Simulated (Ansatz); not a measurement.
# WSi2 (MoSi2 type, space group I4/mmm), energy over volume and axial ratio

WSi2 (MoSi2 type, space group I4/mmm)

```xyz
3
Lattice="-1.6058 1.6058 3.9021 1.6058 -1.6058 3.9021 1.6058 1.6058 -3.9021" Properties=species:S:1:pos:R:3 pbc="T T T"
W      0.0000     0.0000     0.0000
Si     0.0000     0.0000     2.6133
Si     0.0000     0.0000     5.1908
```

Grid over V/V₀ and (c/a)/(c/a)₀, subscript 0 meaning the relaxed cell; the conventional c axis lies along z; no internal relaxation.

Calculation: r2SCAN (plane waves to 500 eV, PAW, scalar-relativistic; Ansatz, a first-principles code). k mesh 20×20×20 (Γ-centred), Fermi-Dirac smearing 0.05 eV. E stands for the smeared free energy. Compression counts positive. As the atoms are clamped, bonds stretch with the cell, which overstates energies and stresses. With partly filled bands, the response to shear is sensitive to the k mesh, so small differences along c/a are uncertain. Spin-orbit coupling is left out, though W is heavy. WSi2 is run without spin polarisation. WSi2 was relaxed with its symmetry unable to fall. The zero of ΔE is the relaxed starting cell.

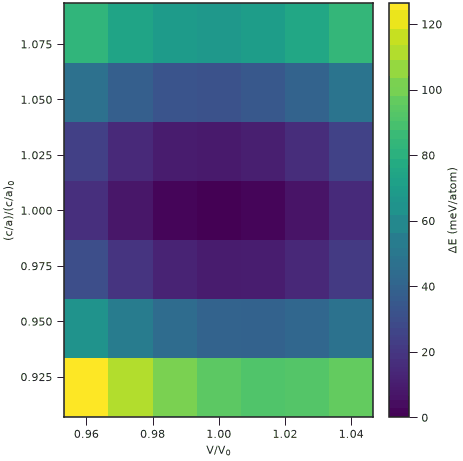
ΔE (meV/atom) over the 7×7 grid of computed points.

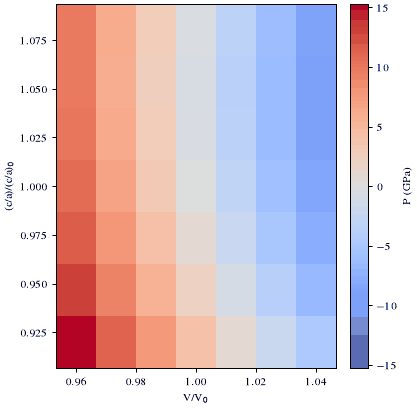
Fig. 1. P (GPa) over the 7×7 grid of computed points.

The modulus against c/a change at fixed volume, (3/4V)·∂²E/∂(ln c/a)² (fit, atoms clamped) comes out as 220 GPa, an upper bound as the atoms could relax. Highest place on the grid: V/V₀ = 0.960, (c/a)/(c/a)₀ = 0.920 (126 meV/atom). Lowest place on the grid: V/V₀ = 1.000, (c/a)/(c/a)₀ = 1.000 (0 meV/atom).

Near the relaxed cell σzz − σxx = −2Cδ (compression positive), C being this modulus and δ the logarithm of the ratio.

(A scan under strain: stresses follow from slopes of the energy per volume, elastic moduli from its curvatures.)
